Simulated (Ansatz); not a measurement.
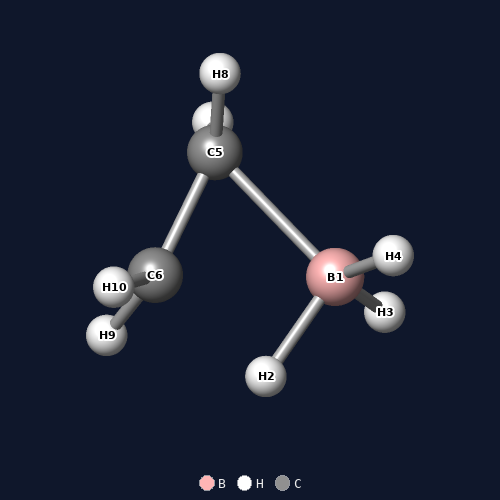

The system is the reacting system C2H7B (fragments BH₃ + C₂H₄ where the first distance is long, C₂H₇B where the second is long); the picture shows the reference structure. Coordinates scanned: (1) distance B1–C5 (bond that forms); (2) distance B1–H2 (bond that breaks). Relaxed at each point: all other coordinates. The scan uses a 12 × 12 grid. Points are written as (first, second). Energies: kcal/mol, counted from a guessed transition structure relaxed with its forming and breaking bonds held. Energies and slopes of some neighbouring points disagree (a jump in structure or state, or too coarse a mesh). The reference is spin-restricted, so regions where a bond is pulled apart into radicals lie too high. Level of theory: RKS PBE0-D4/def2-SVP in Ansatz.

Its coordinates:

```xyz
10

B     0.4148   -0.8996    0.1840
H    -0.8225   -1.1109    0.0351
H     0.8805   -1.4828   -0.7639
H     0.5757   -1.1924    1.3433
C     0.5511    0.8556   -0.0376
C    -0.7975    0.4104   -0.1726
H     1.1127    1.1079   -0.9376
H     0.8475    1.3587    0.8833
H    -1.2498    0.3519   -1.1672
H    -1.5127    0.6010    0.6331
```

Range: distance B1–C5 (bond that forms) from 1.440 to 2.640 Å; distance B1–H2 (bond that breaks) from 1.035 to 2.235 Å.

> Predict the map.

The lowest grid point is at (1.582 Å, 1.841 Å), −15.7 kcal/mol from a guessed transition structure relaxed with its forming and breaking bonds held. The highest grid point, (2.640 Å, 2.100 Å), lies 88.0 kcal/mol above the lowest.

| second ↓, first → | 1.440 | 1.500 | 1.582 | 1.677 | 1.779 | 1.888 | 2.003 | 2.122 | 2.246 | 2.374 | 2.505 | 2.640 |
| --- | --- | --- | --- | --- | --- | --- | --- | --- | --- | --- | --- | --- |
| 2.235 | −10.8 | −14.4 | −14.9 | −11.3 | −4.3 | 5.1 | 15.9 | 27.4 | 39.1 | 50.6 | 61.5 | 71.8 |
| 2.100 | −11.5 | −14.9 | −15.3 | −11.5 | −4.3 | 5.3 | 16.3 | 27.8 | 39.7 | 51.2 | 62.1 | 72.3 |
| 1.969 | −12.0 | −15.3 | −15.5 | −11.6 | −4.3 | 5.4 | 16.4 | 28.0 | 39.9 | 51.4 | 62.2 | 68.7 |
| 1.841 | −12.1 | −15.4 | −15.7 | −11.8 | −4.5 | 5.2 | 16.3 | 27.8 | 39.5 | 50.9 | 55.9 | 58.3 |
| 1.717 | −11.7 | −15.2 | −15.6 | −11.8 | −4.7 | 4.8 | 15.7 | 27.1 | 38.5 | 42.9 | 45.6 | 47.8 |
| 1.598 | −10.8 | −14.5 | −15.2 | −11.7 | −4.9 | 4.3 | 14.8 | 25.7 | 30.6 | 33.2 | 35.6 | 37.7 |
| 1.483 | −9.2 | −13.1 | −14.2 | −11.2 | −4.9 | 3.7 | 13.4 | 19.2 | 22.0 | 24.5 | 26.7 | 28.5 |
| 1.374 | −6.4 | −10.7 | −12.3 | −9.8 | −4.1 | 3.6 | 10.1 | 12.6 | 15.2 | 17.6 | 19.6 | 21.4 |
| 1.272 | −1.8 | −6.5 | −8.6 | −6.9 | −2.1 | 4.3 | 6.4 | 8.7 | 11.1 | 13.3 | 15.2 | 16.9 |
| 1.177 | 5.3 | 0.2 | −2.5 | −1.4 | 2.2 | 4.7 | 6.6 | 8.7 | 10.9 | 12.9 | 14.7 | 16.3 |
| 1.095 | 15.2 | 9.7 | 6.5 | 6.7 | 8.3 | 9.4 | 11.1 | 13.1 | 15.1 | 17.1 | 18.9 | 20.4 |
| 1.035 | 25.7 | 20.0 | 16.3 | 15.6 | 15.8 | 16.7 | 18.2 | 20.1 | 22.1 | 24.0 | 25.7 | 27.2 |

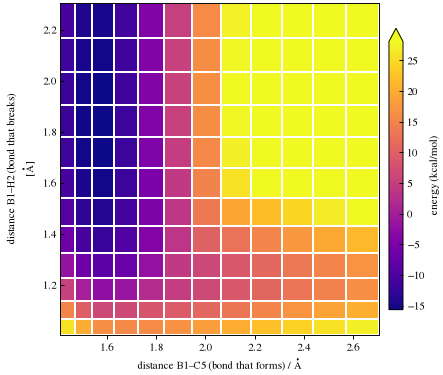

The picture shows one coloured cell a grid point, one colour for all values above the top of the scale.

The whole map (144 points run) took 20 min on 1 thread of Arm Neoverse V2, on a shared host.
